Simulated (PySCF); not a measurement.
Breaking a bond: C2H2, SMILES C#C. The C1–H4 bond (C1 also carries C; H4 carries nothing else) is varied alone, starting from the PBE0/def2-TZVP optimised geometry.

```
4

C      0.0000     0.0000     0.0000
C     -0.0006    -0.0013    -1.1970
H     -0.0006    -0.0011    -2.2617
H      0.0000     0.0000     1.0647
```

- UCCSD(T) = CCSD(T) on UHF/cc-pVDZ, 2 core orbitals frozen (PySCF 2.14.0)
- RKS-BHandHLYP = restricted BHandHLYP/cc-pVDZ in PySCF
- RKS-LDA (SVWN5) = restricted LDA (SVWN5)/cc-pVDZ in PySCF
- UMP2 = MP2 on UHF/cc-pVDZ, 2 core orbitals frozen in PySCF

Energies are in mEh, each relative to the lowest point of its own curve near equilibrium.

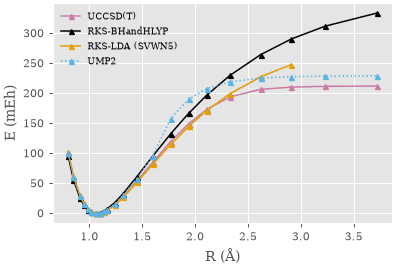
Figure. Energy against bond length for each method.

```
R / Å  UCCSD(T)  RKS-BHandHLYP  RKS-LDA (SVWN5)   UMP2
-----  --------  -------------  ---------------  -----
0.80      100.6           94.5            101.3   99.6
0.85       60.5           55.7             61.3   59.6
0.91       28.8           25.5             29.6   28.1
0.95       15.3           13.0             16.0   14.8
0.99        6.5            5.1              7.1    6.2
1.02        2.5            1.7              2.9    2.4
1.06        0.0            0.0              0.2    0.0
1.10        0.1            0.8              0.0    0.3
1.14        2.2            3.7              1.9    2.6
1.17        4.9            7.0              4.4    5.5
1.24       14.0           17.3             12.9   15.1
1.32       27.6           32.3             25.9   29.3
1.45       53.4           60.5             50.8   56.3
1.60       84.4           94.7             81.3   95.6
1.77      119.0          132.1            114.5  157.2
1.94      148.7          166.1            144.4  189.7
2.11      172.4          196.2            170.5  207.2
2.33      193.4          229.2            198.5  218.6
2.62      205.9          263.7            226.8  224.8
2.91      209.7          289.8            247.2  227.1
3.23      211.0          311.2                —  228.0
3.72      211.4          333.0                —  228.5
```

At the longest distance, 3.72 Å, RKS-BHandHLYP lies highest above its minimum (333.0 mEh) and UCCSD(T) lowest (211.4 mEh).

Dashes: no converged value, or the column stops at the first point that the program doubted or that broke a chosen test of continuity, which isn't proof of a fault.

The unrestricted determinant behind UCCSD(T), UMP2 is spin-contaminated at 1.60 to 3.72 Å (<S²> up to 1.3, against 0.00 for a pure singlet). At the longest distance RKS-BHandHLYP leaves fractional charges on the fragments, a sign of delocalisation error or of the restricted form. The restricted form behind RKS-BHandHLYP, RKS-LDA (SVWN5) keeps the bonding electrons paired and can't separate into open-shell fragments.
